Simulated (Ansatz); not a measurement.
ClH₄NO₂Ti

Input file:

```
crystal:
  periodic: [false, false, false]
  atoms:
    - { symbol: Ti, position_ang: [0.0, 0.0, 0.0] }
    - { symbol: Cl, position_ang: [0.0, 0.0, 2.37] }
    - { symbol: O, position_ang: [1.8106, 0.0, -0.6394] }
    - { symbol: H, position_ang: [2.1269, -0.9521, -0.756] }
    - { symbol: O, position_ang: [-0.9043, 1.5667, -0.6394] }
    - { symbol: H, position_ang: [-1.8621, 1.336, -0.8617] }
    - { symbol: "N", position_ang: [-0.9703, -1.681, -0.686] }
    - { symbol: H, position_ang: [-1.5052, -2.2973, -0.0095] }
    - { symbol: H, position_ang: [-0.9349, -1.9302, -1.7156] }
basis:
  gaussian: { orbitals: def2-SVP }
hamiltonian:
  xc: pbe0
  dispersion: d4
relax:
  f_tol: 0.02
  max_steps: 40
output:
  orbitals: {}
```

Command:

```sh
ansatz run input.yaml --threads 2 --pin off --max-ram 3072MiB --backend cpu --events-out ev --progress --plain --runs-dir out
```

The fields are those of the run's last geometry, not of the input's.

Method: RKS PBE0-D4/def2-SVP (Ansatz).

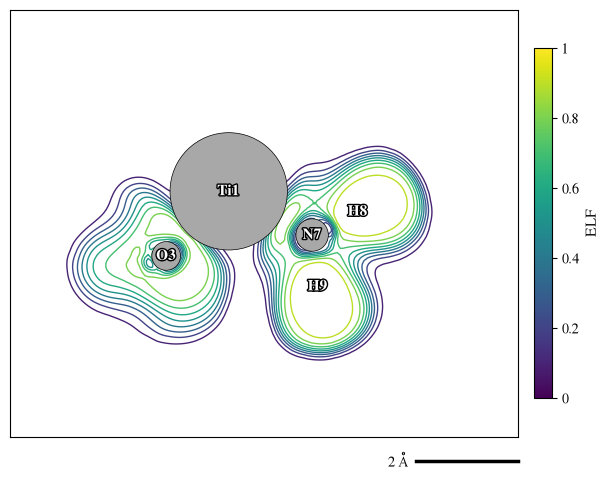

Figure 1. ELF on the plane of atoms Ti1, N7 and H9. Grey discs cover the atomic cores.

### Describe what can be read from this map.

Atoms in the plane: Ti, O, N and H.
Ti–O (1.77 Å): the ELF peaks at about 0.85 in the valence shell of O, 0.5 Å from its nucleus, and is about 0.30 at the midpoint.
Ti–N (1.85 Å): the ELF peaks at about 0.85 in the valence shell of N, 0.6 Å from its nucleus, and is about 0.30 at the midpoint.
N–H (1.02 Å): the ELF climbs to about 1 towards the hydrogen, as it does in any bond to H (a covalent bond by its length).

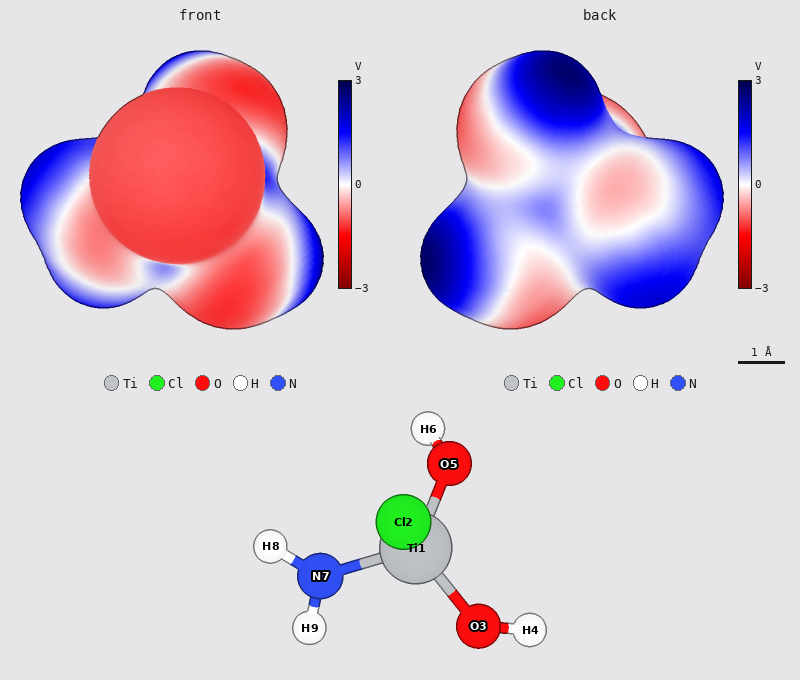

Figure 2. The electrostatic potential painted on the density surface at 0.002 e/bohr³, seen from the front and from behind; red is negative and blue positive. The bare structure is drawn below in the same view.

### Describe the electrostatic potential map.

The most negative region (about −1.3 V) lies over O3 and O5, the most positive (about +2.7 V) over H4 and H6.

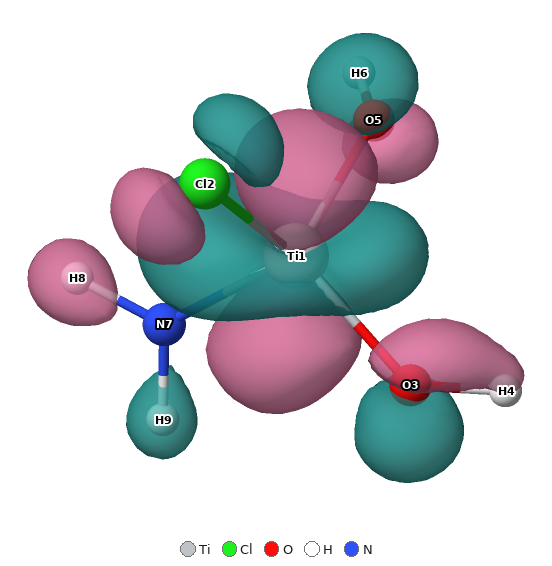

Figure 3. One frontier orbital at ±0.1 Å⁻³ᐟ² (teal and pink are the two phases), seen at a tilt.

### Which orbital is it: HOMO or LUMO?

The LUMO, at −1.46 eV. By Hirshfeld shares it lies mainly on Ti1 (about 75 %) and O3 (about 5 %).
